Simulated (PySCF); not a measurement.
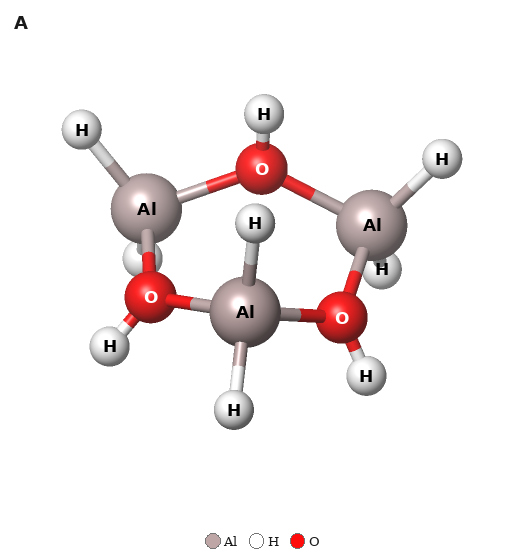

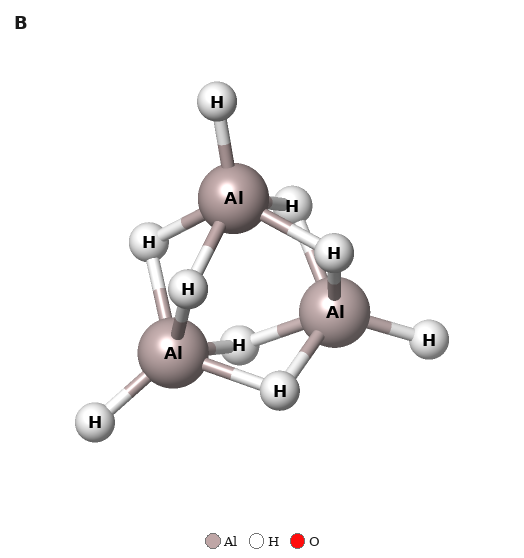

Two related species, optimised with PBE0-D3(BJ)/def2-SVP; properties computed with PySCF 2.14.0. Both: charge 0, singlet.

**What are A and B?**

A is (H2Al-mu-OH)3, B is (H2Al-mu-H)3.

Compare them. With ωB97X-D/def2-SVPD: dipole moment (D), HOMO–LUMO gap (eV), HOMO energy (Kohn–Sham orbital) (eV), lowest vertical singlet excitation (eV), mean static polarisability (bohr³).

```json
{"quantity": "dipole moment (D)", "A": "1.69", "B": "0.02"}
{"quantity": "HOMO–LUMO gap (eV)", "A": "11.06", "B": "9.59"}
{"quantity": "HOMO energy (Kohn–Sham orbital) (eV)", "A": "−9.93", "B": "−9.51"}
{"quantity": "lowest vertical singlet excitation (eV)", "A": "6.76", "B": "5.09"}
{"quantity": "mean static polarisability (bohr³)", "A": "92.8", "B": "91.5"}
```

Each is one conformer, and no frequency run is at hand to confirm it as a minimum.
